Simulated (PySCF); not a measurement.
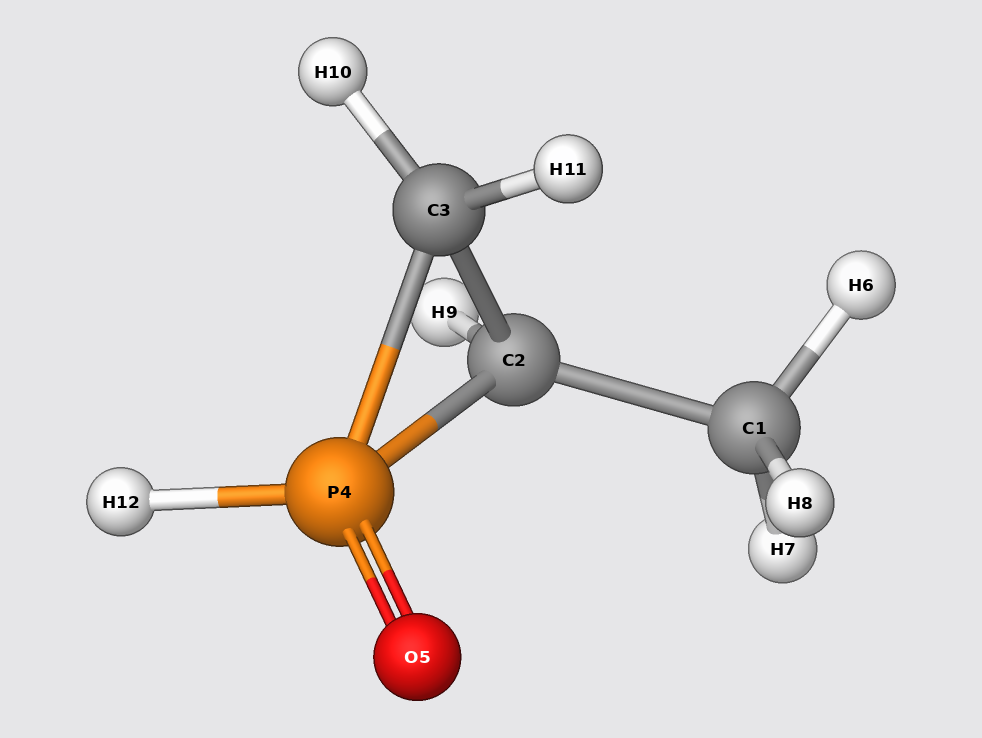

The computed structure is the end point of a GFN2-xTB optimisation. No frequency run is at hand to confirm it as a minimum. Level of theory: delta-SCF UKS SCAN, pcX-2 on the ionised atom, pcseg-1 elsewhere, spin-free X2C (PySCF 2.14.0).

Give the core-electron binding energies (to vacuum; p and d levels without spin–orbit splitting) of C1 1s, C2 1s, C3 1s, P4 1s, P4 2p, O5 1s.

```json
{"atom": "C1", "level": "1s", "binding energy (eV)": "290.9"}
{"atom": "C2", "level": "1s", "binding energy (eV)": "290.9"}
{"atom": "C3", "level": "1s", "binding energy (eV)": "290.7"}
{"atom": "P4", "level": "1s", "binding energy (eV)": "2151.9"}
{"atom": "P4", "level": "2p", "binding energy (eV)": "138.3"}
{"atom": "O5", "level": "1s", "binding energy (eV)": "536.5"}
```

The geometry is semi-empirical. Around P such bond lengths and angles can be off by a tenth of an ångström or more and by several degrees, and values that hang on the shape move with them.
